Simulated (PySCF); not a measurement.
## Electronic structure of C3H11F2NSi2 in real space

```xyz
19

C    -1.7409   -1.1709    0.6188
N    -1.3249    0.1634    0.2812
Si   -2.1510    1.0705   -0.9251
C     0.0604    0.4237    0.5970
Si    1.3520   -0.5885   -0.3838
C     3.0663    0.1558    0.1238
F     3.2482    0.0670    1.4729
F     3.1204    1.4855   -0.1733
H    -1.2658   -1.9263   -0.0206
H    -1.4771   -1.3909    1.6567
H    -2.8193   -1.2539    0.5080
H    -3.5703    0.8455   -0.6567
H    -1.7407    2.4563   -0.7143
H    -1.8518    0.6757   -2.3134
H     0.2471    1.4886    0.4349
H     0.2113    0.2394    1.6712
H     1.2481   -0.4198   -1.8334
H     1.4348   -2.0025   -0.0071
H     3.9434   -0.3093   -0.3444
```

Geometry: GFN2-xTB.

Level of theory: PySCF, PBE0/pcSseg-1, SCF density, gas phase, non-relativistic.

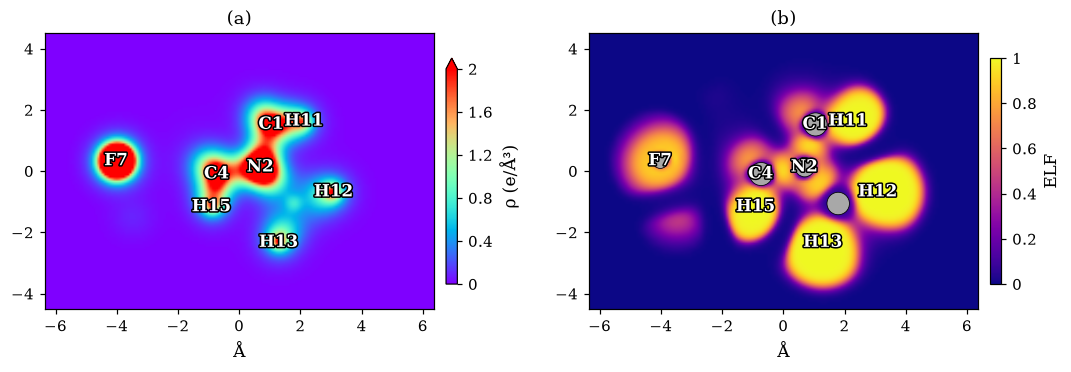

Figure 1. (a) total electron density; (b) electron localisation function on the plane of atoms C1, N2 and C4. Grey discs cover the atomic cores in the ELF map.

**Interpret the plot.**

The plane passes through C, N, F and H nuclei. C–N (1.44 Å): the density is about 1.9 e/Å³ at the midpoint; the ELF peaks at about 0.90 between the atoms; a shared electron pair. C–H (1.09 Å): the density is about 2 e/Å³ at the midpoint; the ELF climbs to about 1 towards the hydrogen, as it does in any bond to H; an ordinary covalent bond to hydrogen. The ELF also peaks beside F7, away from the bonds: lone-pair regions.

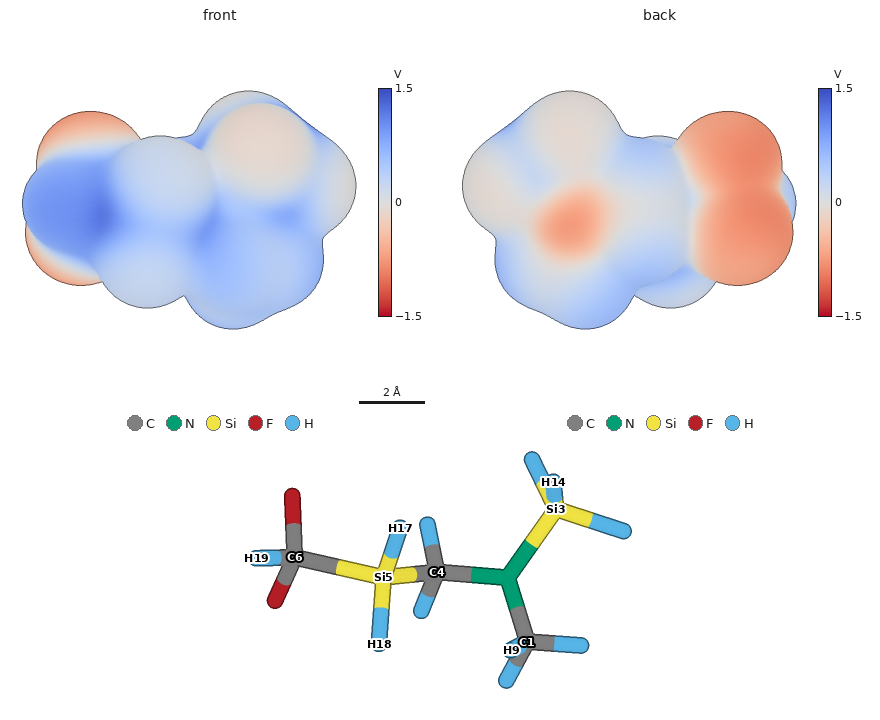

Figure 2. The electrostatic potential painted on the density surface at 0.001 e/bohr³, seen from the front and from behind; red is negative and blue positive. The bare structure is drawn below in the same view.

**Describe the electrostatic potential map.**

The most negative region (about −0.9 V, or −21 kcal/mol for a unit charge) lies over F7 and F8, the most positive (about +1.1 V, or +25 kcal/mol for a unit charge) over Si5 and H19.

**How polar is the molecule by this calculation?**

Its dipole moment is 2.08 D.
